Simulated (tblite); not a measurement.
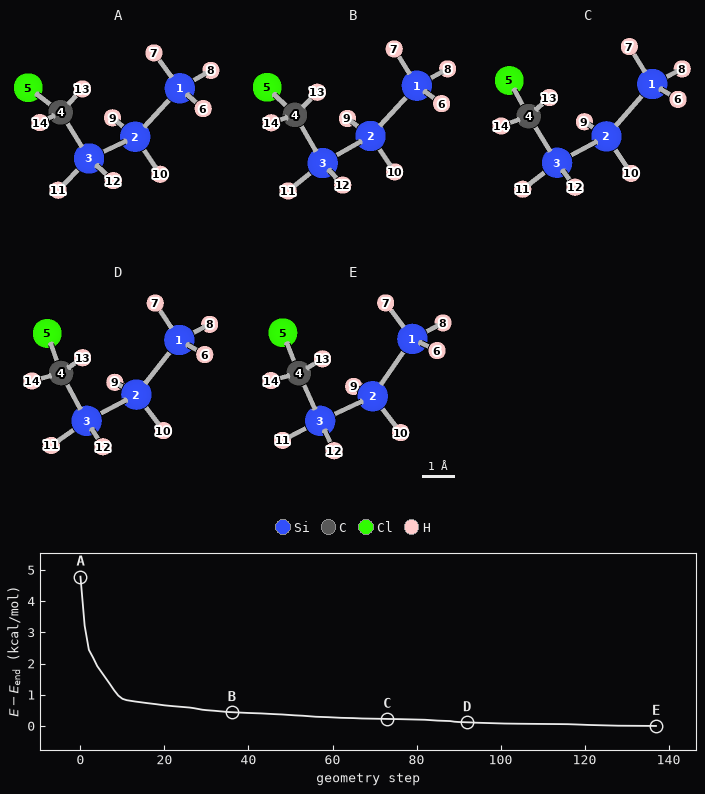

Frames of a relaxation of CH$_{9}$ClSi$_{3}$, marked on the history of the run. A ball-and-stick model, seen at a tilt.

These are results of GFN2-xTB geometry optimisation, gas phase (tblite), not measurements. 

> Describe the path.

Over 137 geometry steps the energy falls by 4.79 kcal/mol. Cl5 moves most after the best rigid fit: 0.75 Å. Largest moves by element: Cl 0.75 Å, H 0.62 Å, Si 0.25 Å, C 0.21 Å. Some distances before and after: Si3–C4 1.856 → 1.918 Å, Si1–H7 1.497 → 1.463 Å, Si2–H10 1.503 → 1.475 Å, Si2–Si3 2.293 → 2.320 Å. Bond angles that change, for instance: Si1–Si2–Si3 106.0° → 116.0°, Si2–Si3–H12 109.2° → 116.0°, Si2–Si3–H11 110.5° → 117.0°. Groups turn about Si2–Si3 by about 25°. From step 0 to 36: H12 moves most (0.23 Å), energy −4.34 kcal/mol. From step 36 to 73: Cl and H atoms move most (0.34 Å), energy −0.22 kcal/mol. From step 73 to 92: Cl5 moves most (0.29 Å), energy −0.11 kcal/mol. From step 92 to 137: H11 moves most (0.23 Å), energy −0.12 kcal/mol.

```json
{"step": "0", "E − E(0), kcal/mol": "0.00"}
{"step": "1", "E − E(0), kcal/mol": "-1.57"}
{"step": "2", "E − E(0), kcal/mol": "-2.34"}
{"step": "3", "E − E(0), kcal/mol": "-2.59"}
{"step": "4", "E − E(0), kcal/mol": "-2.87"}
{"step": "5", "E − E(0), kcal/mol": "-3.06"}
{"step": "6", "E − E(0), kcal/mol": "-3.25"}
{"step": "7", "E − E(0), kcal/mol": "-3.44"}
{"step": "8", "E − E(0), kcal/mol": "-3.64"}
{"step": "9", "E − E(0), kcal/mol": "-3.81"}
{"step": "10", "E − E(0), kcal/mol": "-3.92"}
{"step": "17", "E − E(0), kcal/mol": "-4.07"}
{"step": "23", "E − E(0), kcal/mol": "-4.16"}
{"step": "30", "E − E(0), kcal/mol": "-4.28"}
{"step": "37", "E − E(0), kcal/mol": "-4.35"}
{"step": "43", "E − E(0), kcal/mol": "-4.38"}
{"step": "50", "E − E(0), kcal/mol": "-4.44"}
{"step": "57", "E − E(0), kcal/mol": "-4.49"}
{"step": "63", "E − E(0), kcal/mol": "-4.53"}
{"step": "70", "E − E(0), kcal/mol": "-4.55"}
{"step": "77", "E − E(0), kcal/mol": "-4.57"}
{"step": "84", "E − E(0), kcal/mol": "-4.61"}
{"step": "90", "E − E(0), kcal/mol": "-4.66"}
{"step": "97", "E − E(0), kcal/mol": "-4.69"}
{"step": "104", "E − E(0), kcal/mol": "-4.71"}
{"step": "110", "E − E(0), kcal/mol": "-4.72"}
{"step": "117", "E − E(0), kcal/mol": "-4.73"}
{"step": "124", "E − E(0), kcal/mol": "-4.76"}
{"step": "130", "E − E(0), kcal/mol": "-4.78"}
{"step": "137", "E − E(0), kcal/mol": "-4.79"}
```
